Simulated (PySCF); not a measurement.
```json
{"atom": "O", "x (Å)": "4.5291", "y (Å)": "0.9838", "z (Å)": "1.1331"}
{"atom": "Si", "x (Å)": "3.0638", "y (Å)": "1.2068", "z (Å)": "0.4452"}
{"atom": "Si", "x (Å)": "2.0344", "y (Å)": "-0.8009", "z (Å)": "-0.0817"}
{"atom": "Si", "x (Å)": "-0.1592", "y (Å)": "-0.6124", "z (Å)": "-0.7571"}
{"atom": "C", "x (Å)": "-1.3748", "y (Å)": "-1.7678", "z (Å)": "0.1472"}
{"atom": "Si", "x (Å)": "-3.2169", "y (Å)": "-1.5256", "z (Å)": "-0.2454"}
{"atom": "O", "x (Å)": "-0.5108", "y (Å)": "0.9437", "z (Å)": "-0.3978"}
{"atom": "Si", "x (Å)": "-1.4157", "y (Å)": "2.2359", "z (Å)": "-0.0587"}
{"atom": "H", "x (Å)": "5.2104", "y (Å)": "0.4562", "z (Å)": "0.7280"}
{"atom": "H", "x (Å)": "3.2457", "y (Å)": "2.0548", "z (Å)": "-0.7453"}
{"atom": "H", "x (Å)": "2.4344", "y (Å)": "1.9972", "z (Å)": "1.4978"}
{"atom": "H", "x (Å)": "2.1470", "y (Å)": "-1.7672", "z (Å)": "1.0350"}
{"atom": "H", "x (Å)": "2.8027", "y (Å)": "-1.5195", "z (Å)": "-1.1272"}
{"atom": "H", "x (Å)": "-0.4368", "y (Å)": "-0.7287", "z (Å)": "-2.1992"}
{"atom": "H", "x (Å)": "-1.0955", "y (Å)": "-2.7974", "z (Å)": "-0.0804"}
{"atom": "H", "x (Å)": "-1.2325", "y (Å)": "-1.6516", "z (Å)": "1.2233"}
{"atom": "H", "x (Å)": "-3.6686", "y (Å)": "-0.2001", "z (Å)": "0.1833"}
{"atom": "H", "x (Å)": "-3.4521", "y (Å)": "-1.6907", "z (Å)": "-1.6829"}
{"atom": "H", "x (Å)": "-3.9942", "y (Å)": "-2.5450", "z (Å)": "0.4732"}
{"atom": "H", "x (Å)": "-2.4541", "y (Å)": "2.3705", "z (Å)": "-1.0791"}
{"atom": "H", "x (Å)": "-2.0028", "y (Å)": "2.0337", "z (Å)": "1.2663"}
{"atom": "H", "x (Å)": "-0.4640", "y (Å)": "3.3436", "z (Å)": "-0.0792"}
```

Geometry: GFN2-xTB.

These are results of PySCF, PBE0/pcSseg-1, SCF density, gas phase, non-relativistic, not measurements.

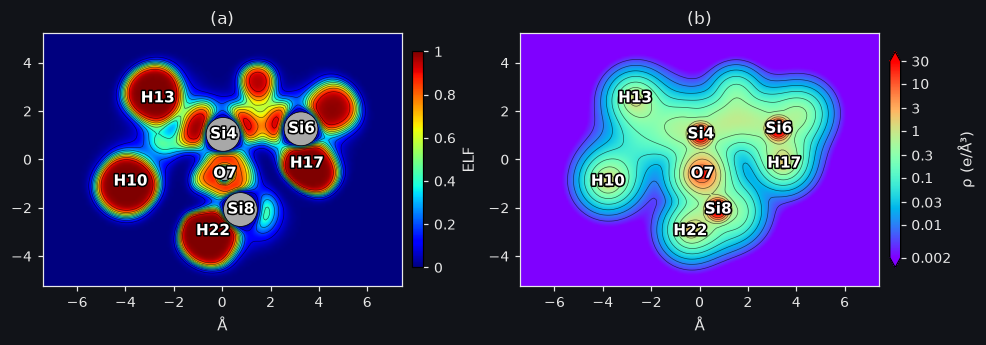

CH₁₄O₂Si₅. (a) electron localisation function; (b) total electron density on the plane of atoms O7, Si8 and H22. Grey discs cover the atomic cores in the ELF map.

Q: Read the bonding off the picture.

A: Atoms in the plane: Si, O and H.
Si–O (1.61 Å): the density is about 1.1 e/Å³ at the midpoint; the ELF peaks at about 0.85 between the atoms; a polar covalent bond.
Si–H (1.46 Å): ρ is about 0.8 e/Å³ halfway; the ELF climbs to about 1 towards the hydrogen, as it does in any bond to H.
